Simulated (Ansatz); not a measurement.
```xyz
9

Al   -0.0815   -0.4962    0.0341
O     0.0183   -0.6944    1.7052
H    -0.6291   -0.7468    2.3837
O     1.3347   -0.4960   -0.8667
H     2.2215   -0.5920   -0.5700
O    -1.5296   -0.3360   -0.7965
H    -2.4359   -0.3190   -0.5546
H     0.0149    2.5452    0.6140
H     0.1153    2.1839    1.2602
```

All numbers below come from RHF/def2-SVP in Ansatz.

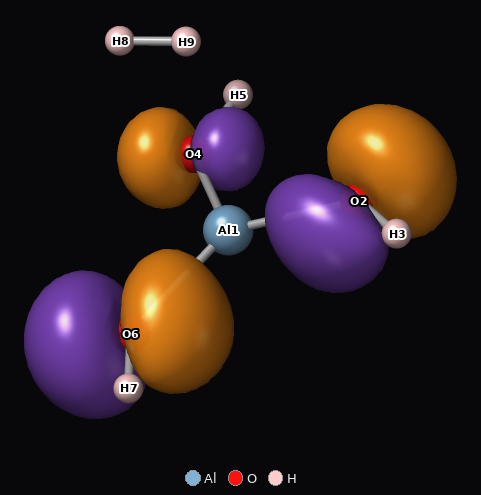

AlH$_{3}$O$_{3}$···H$_{2}$. The HOMO−1 at ±0.15 Å⁻³ᐟ² (orange and purple are the two phases), seen at an oblique angle.

Question: What is the character of this orbital?

Answer: By Hirshfeld shares it lies mainly on O6 (about 45 %), O2 (about 35 %) and O4 (about 10 %); largely a combination of lone pairs on O6, O2 and O4. Its energy is −13.22 eV.
